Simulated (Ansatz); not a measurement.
# triplet CF2: levels of theory compared

We compute a comparison of 6 runs (U-r2SCAN0/STO-3G, UB2PLYP/STO-3G, UB3LYP/STO-3G, UCAM-B3LYP/STO-3G, UMP2/STO-3G, UCCSDTQ/STO-3G) of triplet CF2. 

The results are computed with Ansatz 0.2.0.

40 further runs of the same task are left out: 4 that didn't finish, 36 set aside as unsound or not needed.

**1. The structure to begin with**

CF2 has 3 atoms, charge 0, and is taken as a triplet. SMILES of the parent species: `F[C]F`. Geometry: relaxed at GFN2-xTB. That shape belongs to the parent species and isn't relaxed for this state.

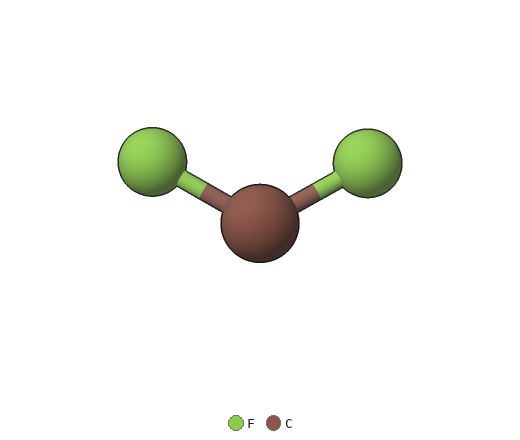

The structure, seen from a chosen angle (fluorine green, carbon brown).

**2. The energy at U-r2SCAN0/STO-3G (run 1)**

The input, job.yaml:

```yaml
crystal:
  periodic: [false, false, false]
  atoms:
    - {symbol: F, position_ang: [0.396940, 1.032800, 0.332770]}
    - {symbol: C, position_ang: [0.326820, -0.272180, 0.149730]}
    - {symbol: F, position_ang: [-0.723760, -0.760620, -0.482500]}
basis:
  gaussian: {orbitals: STO-3G}
magnetization: {spin_polarized: true, initial_magnetization: 2}
hamiltonian: {xc: {name: r2SCAN0}}
accuracy: high
```

Command:

```
ansatz run job.yaml --threads 1 --pin off --max-ram 2610MiB --events-out events.jsonl --progress --plain --runs-dir runs
```

Log:

```text
Warning: RAYON_NUM_THREADS=1 ignored (pool sized by the plan → 1); use --threads N
Functional definition: r2SCAN0
  name "r2SCAN0"
  parameter a = 0.25
  parameter k0 = 0.174
  parameter k1 = 0.065
  parameter a1 = 4.9479
  exchange = (1 - a)*r2scan_x(k0 = k0, k1 = k1, a1 = a1) + a*exact_x
  correlation = r2scan_c
250 factors; integrals over basis functions are off by at most 3.4e-8 eV
mean field evaluation 1: about -6372.2710 eV, gradient 6.1e0 eV
mean field evaluation 2: about -6372.6938 eV, gradient 3.9e0 eV
mean field evaluation 4: about -6372.8004 eV, gradient 4.1e-1 eV
mean field evaluation 8: about -6372.7967 eV, gradient 2.3e-3 eV
mean field evaluation 16: about -6372.7967 eV, gradient 3.9e-7 eV
mean field -6372.79672122 eV, -234.1959598682 hartree, gradient 2.5e-9 eV, S^2 2.002722; 0 other end points of the search recorded, 0 dependent functions left out
reference -6372.79672141 eV, -234.1959598751 hartree; 13, 11 occupied and 2, 4 virtual orbitals, 250 factors
Total energy: -6372.79672141 eV, -234.1959598751 hartree
```

It took 2.9 s on 1 thread of Arm Neoverse V1, shared host; peak memory 0.18 GiB.

**3. A single-point energy at UB2PLYP/STO-3G (run 2)**

The input, molecule.yaml:

```yaml
basis:
  gaussian:
    orbitals: STO-3G
crystal:
  periodic: [false, false, false]
  atoms:
    - {symbol: F, position_ang: [0.396940, 1.032800, 0.332770]}
    - {symbol: C, position_ang: [0.326820, -0.272180, 0.149730]}
    - {symbol: F, position_ang: [-0.723760, -0.760620, -0.482500]}
magnetization:
  spin_polarized: true
  initial_magnetization: 2
hamiltonian:
  xc: {name: B2PLYP}
correlation:
  frozen_orbitals: {C: 1, F: 1}
accuracy: high
```

Command:

```
ansatz run molecule.yaml --threads 1 --pin off --max-ram 2610MiB --events-out events.jsonl --progress --plain --runs-dir runs
```

Log, shortened:

```text
Warning: RAYON_NUM_THREADS=1 ignored (pool sized by the plan → 1); use --threads N
Functional definition: B2PLYP
  name "B2PLYP"
[...]
250 factors; integrals over basis functions are off by at most 3.4e-8 eV
[...]
mean field -6366.62037607 eV, -233.9689833702 hartree, gradient 5.1e-8 eV, S^2 2.003221; 0 other end points of the search recorded, 0 dependent functions left out
3 core orbitals not correlated: weight in the atoms' cores, before any rotation towards them, 1.000 or more for the frozen orbitals, at most 0.000 for the correlated occupied ones
reference -6366.62038542 eV, -233.9689837138 hartree; 10, 8 occupied and 2, 4 virtual orbitals, 250 factors
second order -2.65390665 eV of doubles, -0.00000000 eV of singles
Total energy: -6367.33694021 eV, -233.9953166168 hartree
```

Wall time 1.3 s (1 thread of Arm Neoverse V1, shared host); peak memory 0.11 GiB.

**4. The energy at UB3LYP/STO-3G (run 3)**

The input, job.yaml:

```yaml
basis:
  gaussian: {orbitals: STO-3G}
crystal:
  periodic: [false, false, false]
  atoms:
    - {symbol: F, position_ang: [0.396940, 1.032800, 0.332770]}
    - {symbol: C, position_ang: [0.326820, -0.272180, 0.149730]}
    - {symbol: F, position_ang: [-0.723760, -0.760620, -0.482500]}
magnetization: {spin_polarized: true, initial_magnetization: 2}
hamiltonian: {xc: {name: B3LYP}}
accuracy: high
```

Command:

```
ansatz run job.yaml --threads 1 --pin off --max-ram 2610MiB --events-out events.jsonl --progress --plain --runs-dir runs
```

Log:

```text
Warning: RAYON_NUM_THREADS=1 ignored (pool sized by the plan → 1); use --threads N
Functional definition: B3LYP
  name "B3LYP"
  parameter a0 = 0.2
  parameter ax = 0.72
  parameter ac = 0.81
  exchange = (1 - a0 - ax)*slater_x + ax*b88_x + a0*exact_x
  correlation = (1 - ac)*vwn_rpa_c + ac*lyp_c
250 factors; integrals over basis functions are off by at most 3.4e-8 eV
mean field evaluation 1: about -6373.7067 eV, gradient 7.0e0 eV
mean field evaluation 2: about -6373.9568 eV, gradient 6.9e0 eV
mean field evaluation 4: about -6374.2386 eV, gradient 2.9e-1 eV
mean field evaluation 8: about -6374.2386 eV, gradient 7.1e-3 eV
mean field evaluation 16: about -6374.2386 eV, gradient 1.0e-8 eV
mean field -6374.23861406 eV, -234.2489484528 hartree, gradient 1.1e-8 eV, S^2 2.001486; 0 other end points of the search recorded, 0 dependent functions left out
reference -6374.23862856 eV, -234.2489489854 hartree; 13, 11 occupied and 2, 4 virtual orbitals, 250 factors
Total energy: -6374.23862856 eV, -234.2489489854 hartree
```

Run time: 1.1 s. Hardware: 1 thread of Arm Neoverse V1, shared host; peak memory 0.11 GiB.

Runs 4 to 5 aren't shown in full; the table further down has their settings and results.

**5. The energy at UCCSDTQ/STO-3G (run 6)**

The input, molecule.yaml:

```yaml
crystal:
  periodic: [false, false, false]
  atoms:
    - {symbol: F, position_ang: [0.396940, 1.032800, 0.332770]}
    - {symbol: C, position_ang: [0.326820, -0.272180, 0.149730]}
    - {symbol: F, position_ang: [-0.723760, -0.760620, -0.482500]}
basis:
  gaussian:
    orbitals: STO-3G
magnetization:
  spin_polarized: true
  initial_magnetization: 2
correlation:
  method: ccsdtq
  frozen_orbitals: {C: 1, F: 1}
accuracy: high
scf:
  omitted_lower_state_checks: [cluster_reference, increment]
```

Command:

```
ansatz run molecule.yaml --threads 1 --pin off --max-ram 2610MiB --events-out events.jsonl --progress --plain --runs-dir runs
```

Log, shortened:

```text
Warning: RAYON_NUM_THREADS=1 ignored (pool sized by the plan → 1); use --threads N
Functional definition: HF
  name "HF"
[...]
250 factors; integrals over basis functions are off by at most 3.4e-8 eV
[...]
mean field -6350.19298564 eV, -233.3652879069 hartree, gradient 1.3e-8 eV, S^2 2.005914; 0 other end points of the search recorded, 0 dependent functions left out
3 core orbitals not correlated: weight in the atoms' cores, before any rotation towards them, 1.000 or more for the frozen orbitals, at most 0.000 for the correlated occupied ones
reference -6350.19298564 eV, -233.3652879069 hartree; 10, 8 occupied and 2, 4 virtual orbitals, 250 factors
second order -1.69037899 eV of doubles, -0.00000000 eV of singles
cycle   1  -1.95428013 eV  change   -2.6e-1 eV  update   7.4e-2
[...]
cycle  25  -2.32658809 eV  change  -4.7e-10 eV  update   1.2e-9
Total energy: -6352.51957373 eV, -233.4507884423 hartree
Checks for a lower state left out: cluster_reference, increment
```

Wall time 71 s (1 thread of Arm Neoverse V1, shared host); peak memory 0.48 GiB.

**6. Overview of the runs**

| run | level | frozen core orbitals | energy (Eh) | ⟨S²⟩ | wall time |
| --- | --- | --- | --- | --- | --- |
| 1 | U-r2SCAN0/STO-3G | – | -234.195960 | 2.003 | 2.9 s |
| 2 | UB2PLYP/STO-3G | 3 | -233.995317 | 2.003 | 1.3 s |
| 3 | UB3LYP/STO-3G | – | -234.248949 | 2.001 | 1.1 s |
| 4 | UCAM-B3LYP/STO-3G | – | -234.170831 | 2.002 | 1.4 s |
| 5 | UMP2/STO-3G | 3 | -233.427408 | 2.006 | 0.08 s |
| 6 | UCCSDTQ/STO-3G | 3 | -233.450788 | 2.006 | 71 s |

**7. Results**

| quantity | value |
| --- | --- |
| run 6: total energy | -233.45079 Eh |
| run 6: correlation energy (3 core orbitals frozen) | -85.5 mEh |
| run 6: ⟨S²⟩ of the reference determinant | 2.006 |
| run 6: T1 diagnostic | 0.016 |

What this shows: Totals of different functionals can't be ranked against each other. In runs 1, 2, 3, 4, 5, 6 the basis is minimal, so the values are rough. All runs together took 78 s, the longest 71 s.
